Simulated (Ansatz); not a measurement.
# One shape, several levels: AlH2SF (SMILES [F][AlH][SH])

Wanted: a comparison of 6 runs (PBE/STO-3G, UPBE0/STO-3G, wB97X/STO-3G, BCCD(T)/STO-3G, CCSDT/STO-3G, UCCSD(T)/STO-3G) of AlH2SF. 

The results are computed with Ansatz 0.2.0.

65 further runs of the same task are left out: 1 that didn't finish, 64 set aside as unsound or not needed.

## Step 1: Starting point

The species is AlH2SF (5 atoms), meant as a singlet with charge 0. SMILES: `[F][AlH][SH]`. The H5–S3 distance was set to 1.682 Å, away from the relaxed value.

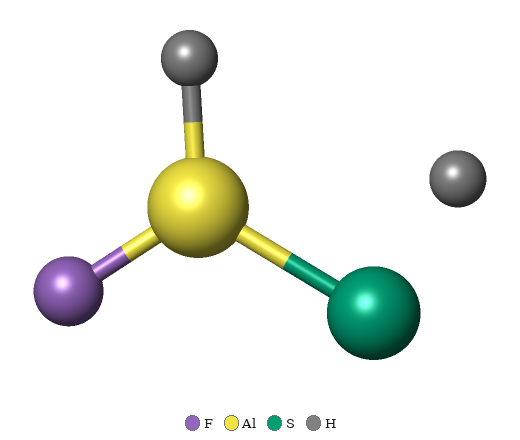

Viewed from a chosen angle; fluorine purple, aluminium yellow, sulfur teal, hydrogen grey.

## Step 2: A single-point energy at PBE/STO-3G (run 1)

input.yaml

```yaml
crystal:
  periodic: [false, false, false]
  atoms:
    - {symbol: F, position_ang: [-1.212549, -1.779679, 1.108880]}
    - {symbol: Al, position_ang: [-0.522949, -0.552979, 0.256180]}
    - {symbol: S, position_ang: [1.527051, -0.061279, 0.764880]}
    - {symbol: H, position_ang: [-1.350149, 0.186521, -0.853820]}
    - {symbol: H, position_ang: [1.572300, 1.158200, -0.392100]}
basis:
  gaussian:
    orbitals: STO-3G
hamiltonian:
  xc: pbe
accuracy: high
```

On the command line:

```bash
$ ansatz run input.yaml --threads 1 --pin off --max-ram 2610MiB --events-out events.jsonl --progress --plain --runs-dir runs
```

Output:

```text
Warning: RAYON_NUM_THREADS=1 ignored (pool sized by the plan → 1); use --threads N
Functional definition: PBE
  name "PBE"
  parameter kappa = 0.804
  parameter beta = 0.06672455060314922
  exchange = pbe_x(kappa = kappa, mu = beta*pi^2/3)
  correlation = pbe_c(beta = beta)
454 factors; integrals over basis functions are off by at most 3.5e-8 eV
mean field evaluation 1: about -19929.1428 eV, gradient 2.5e1 eV
mean field evaluation 2: about -19917.7854 eV, gradient 7.2e1 eV
mean field evaluation 4: about -19931.5263 eV, gradient 4.8e0 eV
mean field evaluation 8: about -19931.5665 eV, gradient 2.5e-1 eV
mean field evaluation 16: about -19931.5669 eV, gradient 4.5e-7 eV
mean field -19931.56685452 eV, -732.4715718024 hartree, gradient 2.6e-8 eV, S^2 0.000000; 0 other end points of the search recorded, 0 dependent functions left out
reference -19931.56685627 eV, -732.4715718668 hartree; 20, 20 occupied and 5, 5 virtual orbitals, 454 factors
Total energy: -19931.56685627 eV, -732.4715718668 hartree
```

Wall time 0.48 s (1 thread of AMD EPYC 9R45 (Zen 5), shared host).

## Step 3: A single-point energy at UPBE0/STO-3G (run 2)

job.yaml

```yaml
crystal:
  periodic: [false, false, false]
  atoms:
    - symbol: F
      position_ang: [-1.212549, -1.779679, 1.108880]
    - symbol: Al
      position_ang: [-0.522949, -0.552979, 0.256180]
    - symbol: S
      position_ang: [1.527051, -0.061279, 0.764880]
    - symbol: H
      position_ang: [-1.350149, 0.186521, -0.853820]
    - symbol: H
      position_ang: [1.572300, 1.158200, -0.392100]
basis:
  gaussian: {orbitals: STO-3G}
magnetization: {spin_polarized: true}
hamiltonian: {xc: pbe0}
accuracy: high
```

On the command line:

```bash
$ ansatz run job.yaml --threads 1 --pin off --max-ram 2610MiB --events-out events.jsonl --progress --plain --runs-dir runs
```

Output:

```text
Warning: RAYON_NUM_THREADS=1 ignored (pool sized by the plan → 1); use --threads N
Functional definition: PBE0
  name "PBE0"
  parameter a = 0.25
[... 2 set-up lines as earlier in the session ...]
  exchange = (1 - a)*pbe_x(kappa = kappa, mu = beta*pi^2/3) + a*exact_x
[... 1 set-up line as earlier in the session ...]
454 factors; integrals over basis functions are off by at most 3.5e-8 eV
mean field evaluation 1: about -19932.1122 eV, gradient 1.7e1 eV
mean field evaluation 2: about -19929.9668 eV, gradient 2.7e1 eV
mean field evaluation 4: about -19934.4603 eV, gradient 8.6e-1 eV
mean field evaluation 8: about -19934.4327 eV, gradient 3.1e-3 eV
mean field evaluation 16: about -19934.4327 eV, gradient 6.8e-8 eV
mean field -19934.43268586 eV, -732.5768891616 hartree, gradient 6.8e-8 eV, S^2 0.000000; 0 other end points of the search recorded, 0 dependent functions left out
reference -19934.43268718 eV, -732.5768892099 hartree; 20, 20 occupied and 5, 5 virtual orbitals, 454 factors
Total energy: -19934.43268718 eV, -732.5768892099 hartree
```

Run time: 0.82 s. Hardware: 1 thread of AMD EPYC 9R45 (Zen 5), shared host; peak memory 0.17 GiB.

Runs 3 to 5 aren't shown in full; the table further down has their settings and results.

## Step 4: The energy at UCCSD(T)/STO-3G (run 6)

Edit input.yaml of step 2 so:

```diff
@@ -9,6 +9,6 @@
 basis:
-  gaussian:
-    orbitals: STO-3G
-hamiltonian:
-  xc: pbe
+  gaussian: {orbitals: STO-3G}
+magnetization: {spin_polarized: true}
+correlation: {method: ccsd_t, frozen_orbitals: {Al: 5, F: 1, H: 0, S: 5}}
 accuracy: high
+scf: {omitted_lower_state_checks: [cluster_reference, increment]}
```

On the command line:

```bash
$ ansatz run input.yaml --threads 1 --pin off --max-ram 2610MiB --events-out events.jsonl --progress --plain --runs-dir runs
```

Output, cut to the lines that bear on the results:

```text
Warning: RAYON_NUM_THREADS=1 ignored (pool sized by the plan → 1); use --threads N
Functional definition: HF
  name "HF"
[...]
454 factors; integrals over basis functions are off by at most 3.5e-8 eV
[...]
mean field -19902.49879324 eV, -731.4033402534 hartree, gradient 3.7e-8 eV, S^2 0.000000; 2 other end points of the search recorded, 0 dependent functions left out
11 core orbitals not correlated: weight in the atoms' cores, before any rotation towards them, 0.999 or more for the frozen orbitals, at most 0.000 for the correlated occupied ones
reference -19902.49879324 eV, -731.4033402534 hartree; 9, 9 occupied and 5, 5 virtual orbitals, 454 factors
second order -2.15031510 eV of doubles, -0.00000000 eV of singles
cycle   1  -2.57211840 eV  change   -4.2e-1 eV  update   9.1e-2
[...]
cycle  23  -2.93475268 eV  change  -1.9e-10 eV  update  5.4e-10
perturbative correction -0.11092300 eV, -0.0040763450 hartree
Total energy: -19905.54446892 eV, -731.5152667701 hartree
Checks for a lower state left out: cluster_reference, increment
```

It took 0.18 s on 1 thread of AMD EPYC 9R45 (Zen 5), shared host.

## Step 5: Overview of the runs

```
run            level  frozen core orbitals  energy (Eh)  wall time
  1       PBE/STO-3G                     –  -732.471572     0.48 s
  2     UPBE0/STO-3G                     –  -732.576889     0.82 s
  3     wB97X/STO-3G                     –  -732.874932      2.3 s
  4   BCCD(T)/STO-3G                    11  -731.515282     0.14 s
  5     CCSDT/STO-3G                    11  -731.515847     0.22 s
  6  UCCSD(T)/STO-3G                    11  -731.515267     0.18 s
```

## Step 6: Summary of results

| quantity | value |
| --- | --- |
| run 6: total energy | -731.51527 Eh |
| run 6: correlation energy (11 core orbitals frozen) | -111.9 mEh |
| run 6: (T) correction | -4.08 mEh |
| run 6: T1 diagnostic | 0.015 |

Totals of different functionals can't be ranked against each other. In runs 1, 2, 3, 4, 5, 6 the basis is minimal, so the values are rough. All runs together took 4.1 s, the longest 2.3 s.
